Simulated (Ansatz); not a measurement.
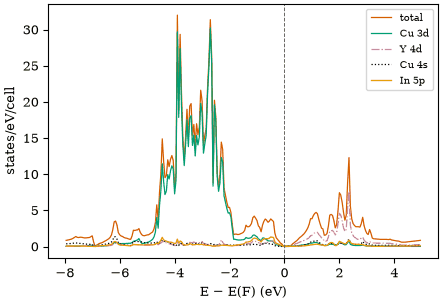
Figure: Total and projected density of states of YInCu4 in space group F-43m (No. 216; Y on 4a, In on 4d, Cu on 16e), plane-wave PAW r²SCAN (Ansatz code)

Question: Which orbitals carry the states next to the Fermi level?

Answer: Within 0.5 eV of the Fermi level: In 5p 31 %, Y 4d 28 %, Cu 3d 18 %, Cu 4s 7 %, outside the projected shells 10 %. Projections are on Löwdin-orthogonalised atomic valence shells; empty p or d shells of many metals are not among them.

Question: Where is the tallest occupied peak in this window, and what makes it?

Answer: Near -3.9 eV, about 32 states/eV per cell; the largest projected share is Cu 3d.

The first step of the workflow began from a Materials Project structure, measured or hypothetical; the Crystallography Open Database copy checked does not list it. With Y and In taken as one species the cell has the higher symmetry Fd-3m, so it may be an ordered model of a mixed-site phase. Whether it is the stable phase at ambient conditions was not checked. The cell was relaxed with r²SCAN under the symmetry of its start; its stability against distortions is not shown here. No spin polarisation was allowed. Spin–orbit coupling is left out wherever it is not named.

Potentials: the later of the program's two PAW sets.
